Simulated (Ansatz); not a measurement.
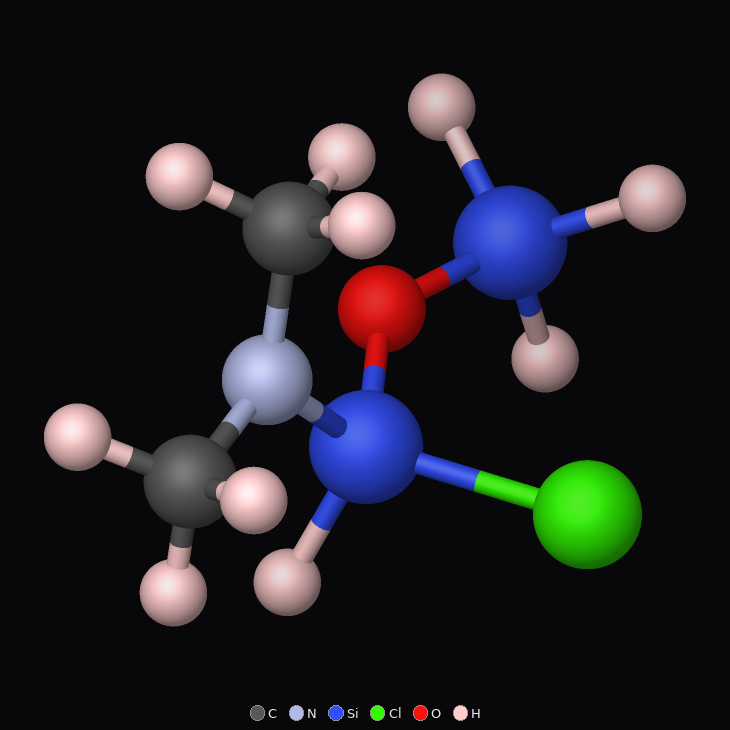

Computed geometry: PBE-D4/def2-SVP optimisation. No frequency run is at hand to confirm it as a minimum. Method: RKS PBE-D4/def2-SVP (Ansatz 0.2.0).

Computed properties:

The species is C₂H₁₀ClNOSi₂ (`CN(C)[Si@H](Cl)O[SiH3]`).
- dipole moment: 1.54 D
- dispersion correction: −46.0 kJ/mol
